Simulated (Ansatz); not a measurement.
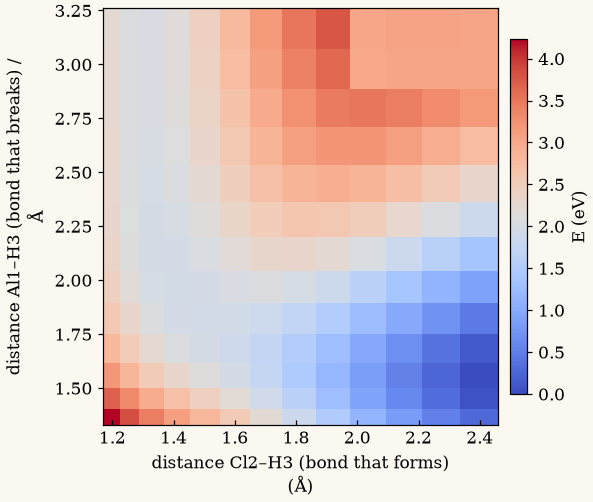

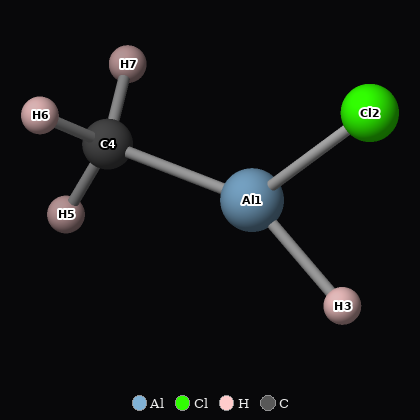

Energy landscape of the reacting system CH4AlCl (fragments CH₄AlCl where the first distance is long, CH₃Al + ClH where the second is long). The first coordinate is: distance Cl2–H3 (bond that forms); the second: distance Al1–H3 (bond that breaks). Relaxed at each point: all other coordinates. The grid has 13 × 13 points. Points are written as (first, second). Energies are in eV, from the lowest grid point. Energies and slopes of some neighbouring points disagree (a jump in structure or state, or too coarse a mesh). The reference is spin-restricted, so regions where a bond is pulled apart into radicals lie too high. The calculation used RKS SPW92 (LDA)/def2-SVP (Ansatz).

Drawn: one coloured cell a grid point. The second picture is the structure at the lowest point.

What does the map say about the system?

Answer. The lowest grid point is at (2.397 Å, 1.560 Å). It lies at the edge of the scanned range, so the true minimum may lie outside. Other grid points that lie below all their neighbours: (2.035 Å, 2.982 Å) (3.01 eV higher). The highest grid point, (1.197 Å, 1.368 Å), lies 4.23 eV above the lowest.

Time for the 169 points that were run: 10 min on 1 thread of Arm Neoverse V2, on a shared host.
